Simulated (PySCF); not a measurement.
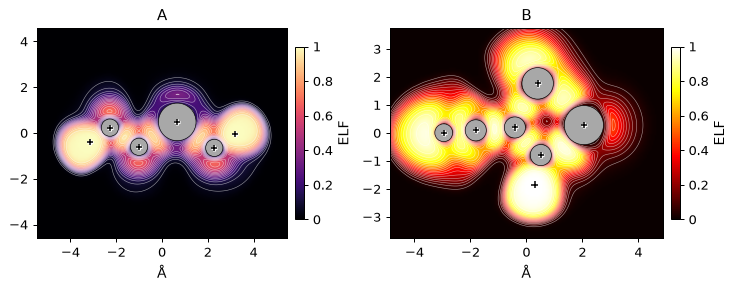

The electron localisation function of 2 systems, each on a plane through atoms (crosses mark nuclei in the plane; grey discs cover the cores).

All numbers below come from PySCF 2.14.0, PBE0/def2-SVPD, SCF density, gas phase.

System 1: C₄H₁₁FGe, the plane of atoms C2, Ge3 and C4. Geometry: GFN2-xTB.

```xyz
17

C     2.3311   -0.1182   -0.4286
C     1.1581   -0.7821    0.2805
Ge   -0.6187   -0.1877   -0.3939
C    -2.1050   -1.0310    0.6005
C    -0.7778    1.8016   -0.1971
F    -0.6291    2.1062    1.1423
H     2.2897   -0.3082   -1.4999
H     3.2778   -0.4997   -0.0490
H     2.3127    0.9584   -0.2715
H     1.2026   -0.5633    1.3487
H     1.2281   -1.8662    0.1763
H    -0.7457   -0.4682   -1.8822
H    -3.0659   -0.7120    0.2067
H    -2.0537   -2.1146    0.5423
H    -2.0529   -0.7414    1.6469
H    -1.7547    2.1842   -0.4992
H    -0.0037    2.3543   -0.7326
```

System 2: C₃H₃NSSi (SMILES N#CC1=C[SiH2]S1), the plane of atoms C4, C3 and S6. Geometry: GFN2-xTB.

```xyz
9

N     3.3230   -0.1459    0.5365
C     2.1889   -0.0351    0.4025
C     0.8039    0.0986    0.2367
C    -0.0650   -0.7373   -0.3769
Si   -1.6349    0.2494   -0.0996
S    -0.0739    1.5044    0.8665
H     0.2065   -1.6671   -0.8466
H    -2.5525   -0.2293    0.9185
H    -2.1825    0.9684   -1.2356
```

Which map belongs to which system?

Panel A is system 1, C₄H₁₁FGe: the plane holds C, Ge and H. C–C (1.52 Å): the ELF peaks at about 0.95 between the atoms; a covalent bond. Panel B is system 2, C₃H₃NSSi: the plane holds N, C, Si, S and H. C–N (1.15 Å): the ELF peaks at about 0.85 between the atoms; a multiple bond.
